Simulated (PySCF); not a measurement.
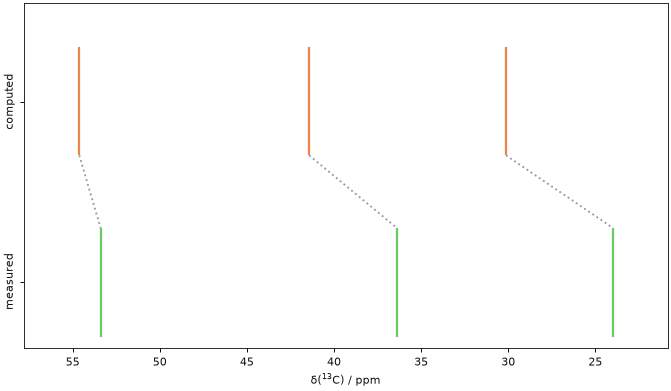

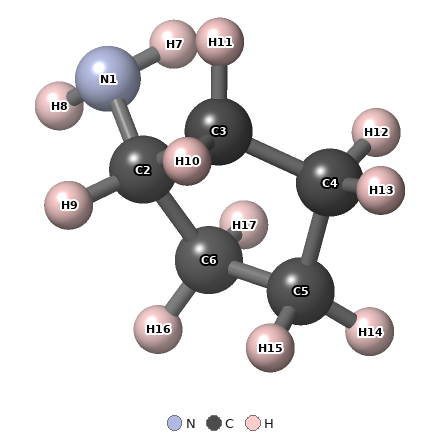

¹³C shifts of C₅H₁₁N, SMILES NC1CCCC1 against TMS: GIAO PBE0/pcSseg-1 (IEF-PCM chloroform) (PySCF 2.14.0) for one gas-phase conformer (PBE0-D3(BJ)/def2-SVP, like atoms averaged) above, published measurements (solution) below; dotted lines join the same nuclei. Only nuclei with a measured value are shown, one named for each set of like atoms.

How well does the calculation match?

Mean error 4.1 ppm, mean absolute error 4.1 ppm; the largest is 6.1 ppm, for C4.

Assign the lines.

| nucleus | computed | measured |
| --- | --- | --- |
| C2 | 54.6 | 53.4 |
| C3 | 41.4 | 36.4 |
| C4 | 30.1 | 24.0 |
